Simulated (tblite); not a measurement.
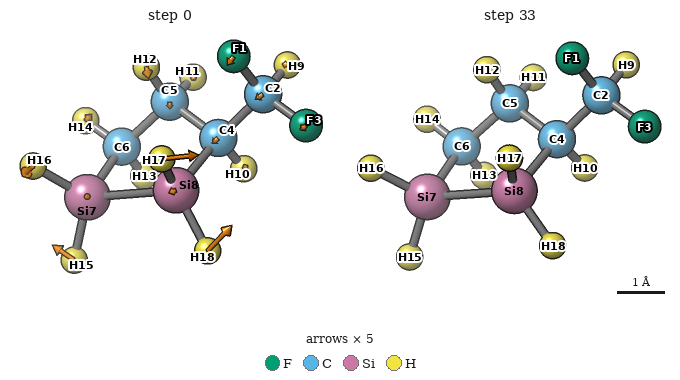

The structure of C₄H₁₀F₂Si₂ before (left) and after (right) a relaxation, at one scale. The orange arrows give the displacements, magnified 5 times.

Style: ball-and-stick. Shown from a free direction.

Level of theory: GFN2-xTB geometry optimisation, gas phase in tblite. 

Summarise the run.

Over 33 geometry steps the energy falls by 4.20 kcal/mol. H18 moves most after the best rigid fit: 0.18 Å. By element the largest moves are H 0.18 Å, F 0.05 Å, C 0.05 Å, Si 0.04 Å. Among the contacts that change: Si7–Si8 2.352 → 2.316 Å, Si7–H16 1.501 → 1.468 Å, C4–C5 1.558 → 1.531 Å, Si8–H18 1.492 → 1.467 Å. Bond angles that change, for instance: Si7–Si8–H18 112.1° → 120.1°, H15–Si7–H16 114.1° → 106.9°, Si7–Si8–H17 110.8° → 118.0°. Cost: 0.23 s on 1 thread of AMD EPYC 9R45 96-Core Processor, on a shared host.
